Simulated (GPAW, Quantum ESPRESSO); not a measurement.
# Y L₃ ELNES/XANES of Y (P6_3/mmc) from DFT, part 4 of 4

Do two independent programs agree on the Y L₃ edge of Y (P6_3/mmc)? The same cell and functional are run with XSpectra and with GPAW.

Quantum ESPRESSO 7.5 and GPAW 26.7.0; core-hole supercells, plane-wave PAW LDA.

So far. Step 8 (The field without a hole (GPAW)): The mesh shows no gap, so the system is treated as a metal and the core electron is put at the Fermi level (neutral cell). Step 9 (Spectrum without a core hole, Y atom 1 (GPAW)): Main maxima below 30 eV (height): 1.8 eV (1.58), 4.8 eV (2.59), 10.8 eV (0.90) and 17.8 eV (0.76). 

## Step 11: Spectrum with XCH, Y atom 1 (GPAW) (continued)

Level of this step: X-ray absorption from dipole matrix elements to empty bands, plane-wave PAW LDA (GPAW).

The Y L₃ spectrum, Y atom 1, excited-electron core hole (neutral cell) (energy from the lowest empty level; intensity scaled to a mean of 1 over the first 20 eV; polarised curves are means over the symmetry-equivalent atoms):

```tsv
E (eV)	isotropic	ε ⊥ c	ε ∥ c
-2.0	0.00	0.00	0.00
-0.5	0.44	0.43	0.47
1.0	2.57	2.50	2.71
2.5	1.85	1.93	1.69
4.0	2.37	2.33	2.47
5.5	1.00	1.01	0.99
7.0	0.54	0.54	0.54
8.5	0.62	0.61	0.63
10.0	0.72	0.74	0.69
11.5	0.67	0.65	0.69
13.0	0.44	0.43	0.46
14.5	0.44	0.44	0.44
16.0	0.61	0.61	0.60
17.5	0.70	0.71	0.66
19.0	0.63	0.63	0.62
20.5	0.61	0.59	0.65
22.0	0.59	0.58	0.61
23.5	0.52	0.53	0.50
25.0	0.47	0.48	0.44
26.5	0.49	0.49	0.49
28.0	0.54	0.52	0.56
29.5	0.55	0.55	0.56
31.0	0.55	0.56	0.52
```

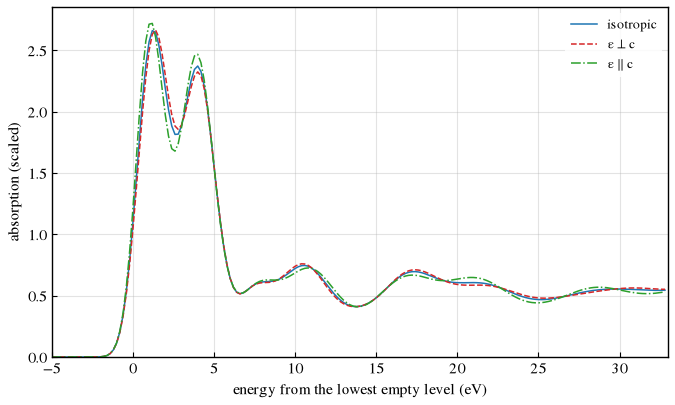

The Y L₃ edge, Y atom 1, excited-electron core hole (neutral cell): main maxima at 1.2, 4.0 and 10.6 eV.

Main maxima below 30 eV (height): 1.2 eV (2.66), 4.0 eV (2.37), 10.6 eV (0.75) and 17.4 eV (0.70). 

## Step 12: The two programs side by side

The line shapes differ (Lorentzian half width 0.75 eV up to 4 eV, rising linearly to 1.75 eV at 25 eV (not a setting of the program: the run's 0.75 eV curve was folded afterwards with a further Lorentzian above 4 eV), against Gaussian full width 1.5 eV up to 4 eV, rising linearly to 3.5 eV at 25 eV), so both get a further Gaussian of 1.5 eV full width before they are compared; the Lorentzian tails remain.

```tsv
E (eV)	XSpectra	GPAW
-2.00	0.26	0.03
-1.25	0.44	0.17
-0.50	0.83	0.65
0.25	1.41	1.49
1.00	1.92	2.20
1.75	2.05	2.28
2.50	1.96	2.06
3.25	1.97	2.07
4.00	1.96	2.12
4.75	1.69	1.74
5.50	1.25	1.13
6.25	0.92	0.70
7.00	0.78	0.58
7.75	0.74	0.59
8.50	0.72	0.62
9.25	0.72	0.66
10.00	0.73	0.71
10.75	0.72	0.71
11.50	0.67	0.65
12.25	0.61	0.55
13.00	0.55	0.47
13.75	0.53	0.43
14.50	0.53	0.45
15.25	0.56	0.52
16.00	0.60	0.60
16.75	0.63	0.66
17.50	0.64	0.68
18.25	0.63	0.66
19.00	0.61	0.63
19.75	0.60	0.61
20.50	0.59	0.61
21.25	0.58	0.60
22.00	0.57	0.59
22.75	0.54	0.56
23.50	0.52	0.52
24.25	0.50	0.49
25.00	0.49	0.48
25.75	0.49	0.48
26.50	0.49	0.49
27.25	0.50	0.51
28.00	0.51	0.53
28.75	0.52	0.55
29.50	0.52	0.55
30.25	0.52	0.55
31.00	0.52	0.55
31.75	0.52	0.55
```

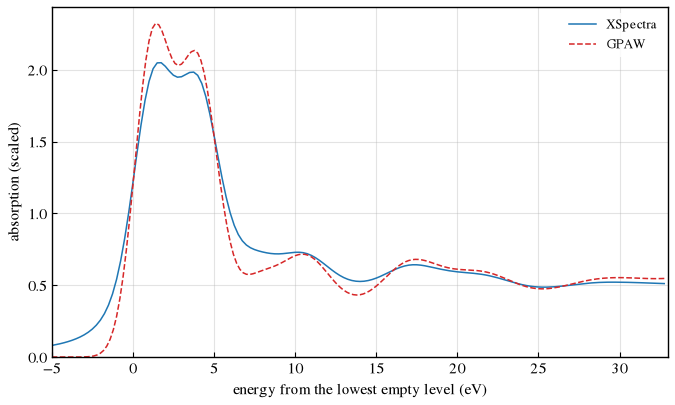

XSpectra and GPAW after a common extra broadening.

```tsv
	XSpectra	GPAW
k mesh of the spectrum	5×5×5	5×5×5
cutoff (eV)	558	500
highest intensity below 24 eV after the common broadening, eV (height)	1.8 (2.05)	1.4 (2.32)
core time, hole field and spectrum	25 min	29 min
```

## Step 13: With and without the hole

XSpectra's curves. Both curves are counted from their own zero, so only the shift of weight within the empty states shows.

```tsv
E (eV)	no hole	XCH
-2.0	0.15	0.22
-1.0	0.27	0.43
0.0	0.65	1.16
1.0	1.17	2.13
2.0	1.43	2.02
3.0	1.39	1.85
4.0	1.78	2.07
5.0	2.16	1.55
6.0	1.40	0.90
7.0	0.97	0.74
8.0	0.89	0.73
9.0	0.82	0.70
10.0	0.87	0.76
11.0	0.94	0.76
12.0	0.78	0.64
13.0	0.64	0.51
14.0	0.55	0.48
15.0	0.56	0.52
16.0	0.63	0.62
17.0	0.77	0.73
18.0	0.77	0.67
19.0	0.70	0.63
20.0	0.67	0.60
21.0	0.69	0.62
22.0	0.71	0.63
23.0	0.65	0.56
24.0	0.56	0.51
25.0	0.54	0.48
26.0	0.55	0.50
27.0	0.57	0.52
28.0	0.59	0.55
29.0	0.58	0.56
30.0	0.60	0.54
31.0	0.60	0.56
32.0	0.65	0.53
```

With each curve scaled to its own mean, the area from −2 to 6 eV with the hole is 11.8 against 9.7, and the centre of weight from −1 to 20 eV moves by -1.0 eV: the hole pulls the absorber's empty states down.

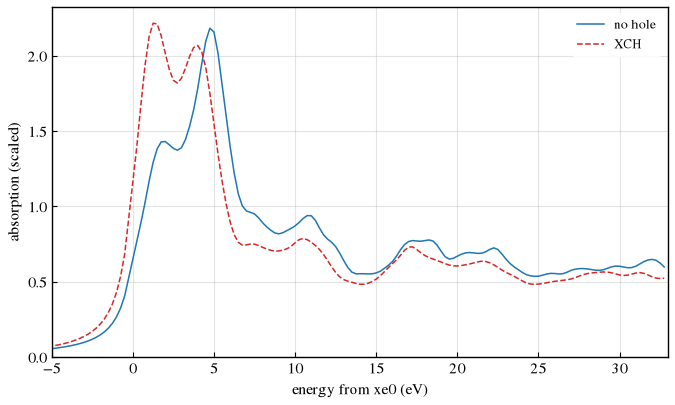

The Y L₃ edge with and without the core hole, each from its own zero; the highest intensity below 24 eV lies at 1.2 eV with the hole.

## Step 14: Runs not followed above

These runs aren't followed: redraws of a spectrum that repeat one shown, runs with a planted fault or a state judged unsound, or a program's part that gave no sound spectrum.

| program | step | status | elapsed |
| --- | --- | --- | --- |
| Quantum ESPRESSO | no core hole, redrawn | converged | 8.2 s |
| Quantum ESPRESSO | spectrum with XCH, redrawn | converged | 6.4 s |

## Step 15: Summary of results

```json
{"absorber and edge": "Y L₃, atom 1 of the ground-state input (counted from 1)", "surroundings": "6 Y at 3.56 Å and 6 Y at 3.65 Å (anticuboctahedral, as in hcp, site symmetry -6m2)", "highest intensity below 24 eV (XSpectra, narrow line)": "1.2 eV above the zero, height 2.22"}
```

**Reading.** The two programs agree on the overall shape: 13 % r.m.s. remains over the first 14 eV after a relative shift of 0.0 eV; their raw zeros differ by 0 eV. What differs may come from the PAW partial waves, meshes, cutoffs and line shapes. In XSpectra the Y L₃ edge of atom 1, with 6 Y at 3.56 Å and 6 Y at 3.65 Å (anticuboctahedral, as in hcp, site symmetry -6m2), has its highest intensity of the first 24 eV at 1.2 eV above the zero, 2.2 times the mean level of the first 20 eV (Lorentzian half width 0.75 eV). In XSpectra: With each curve scaled to its own mean, the area from −2 to 6 eV with the hole is 11.8 against 9.7, and the centre of weight from −1 to 20 eV moves by -1.0 eV: the hole pulls the absorber's empty states down. In GPAW: With each curve scaled to its own mean, the area from −2 to 6 eV with the hole is 12.1 against 10.1, and the centre of weight from −1 to 20 eV moves by -1.1 eV: the hole pulls the absorber's empty states down. 3 further runs of this session are left out of this account as redundant. Only the L₃ part is meant: spin–orbit coupling of the core level isn't computed and the L₂ copy isn't added. XSpectra leaves a spike where filled states are cut (about half a line width round xe0); it is interpolated away in tables and plots. The holes are only 6.3 Å apart, so the shape is probably not converged with cell size; no larger cell was run here. The structure is a published determination, not relaxed.

[Banner, clock and machine lines of the logs are left out without a mark of their own.]

[Logs are printed without paths, hosts, clocks, repeated set-up lines and the standing remarks that a program may print on its own settings, such as how far it seeks lower states.]

[Hosts, paths, dates, database ids (printed as entryN), source tags and the programs' standing remarks are cut or masked in the printed files.]

[Lists of maxima count a maximum above −3 eV only where it reaches 4 % of the highest in the window and stands out from its surroundings by 2 % of it (1.5 % where it reaches 55 %); shoulders and weaker maxima are passed over, and of the rest the first, up to two pre-edge ones and the few strongest are named.]
